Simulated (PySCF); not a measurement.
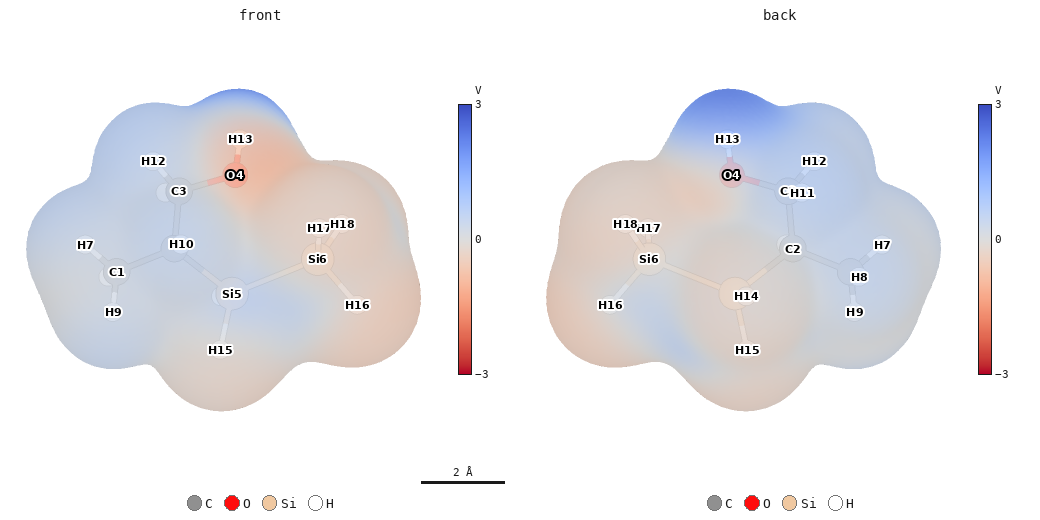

Figure. C$_{3}$H$_{12}$OSi$_{2}$. The molecular electrostatic potential painted on the density surface at 0.001 e/bohr³, seen from the front and from behind; the colour scale runs from red (negative) to blue (positive).

Geometry: GFN2-xTB.

Theory: CAM-B3LYP/def2-SVPD, SCF density, gas phase in PySCF 2.14.0.

```yaml
atoms:
  - { symbol: C, position_ang: [-1.1558, -2.0258, -0.0995] }
  - { symbol: C, position_ang: [-0.5347, -0.6842, 0.2617] }
  - { symbol: C, position_ang: [-1.4295, 0.4574, -0.1944] }
  - { symbol: O, position_ang: [-0.7228, 1.6679, -0.0071] }
  - { symbol: Si, position_ang: [1.2057, -0.4089, -0.4931] }
  - { symbol: Si, position_ang: [2.1376, 1.5555, 0.2654] }
  - { symbol: H, position_ang: [-2.1492, -2.1304, 0.3379] }
  - { symbol: H, position_ang: [-1.2479, -2.1275, -1.1791] }
  - { symbol: H, position_ang: [-0.5344, -2.8393, 0.2661] }
  - { symbol: H, position_ang: [-0.4548, -0.6230, 1.3517] }
  - { symbol: H, position_ang: [-1.6777, 0.3237, -1.2578] }
  - { symbol: H, position_ang: [-2.3728, 0.4762, 0.3730] }
  - { symbol: H, position_ang: [-1.2559, 2.4096, -0.3082] }
  - { symbol: H, position_ang: [1.0154, -0.4752, -1.9546] }
  - { symbol: H, position_ang: [1.9577, -1.6327, -0.1623] }
  - { symbol: H, position_ang: [3.5977, 1.4077, 0.3821] }
  - { symbol: H, position_ang: [1.6770, 1.9701, 1.5911] }
  - { symbol: H, position_ang: [1.9357, 2.6852, -0.6447] }
```

Q: Which sites attract a positive test charge, and which a negative one?

A: A positive charge is drawn to the negative regions and a negative charge to the positive ones. The most negative region (about −0.9 V, or −21 kcal/mol for a unit charge) lies over O4 and H17, the most positive (about +2.0 V, or +46 kcal/mol for a unit charge) over H13.

Q: What dipole moment does the calculation give?

A: Its dipole moment is 2.64 D.
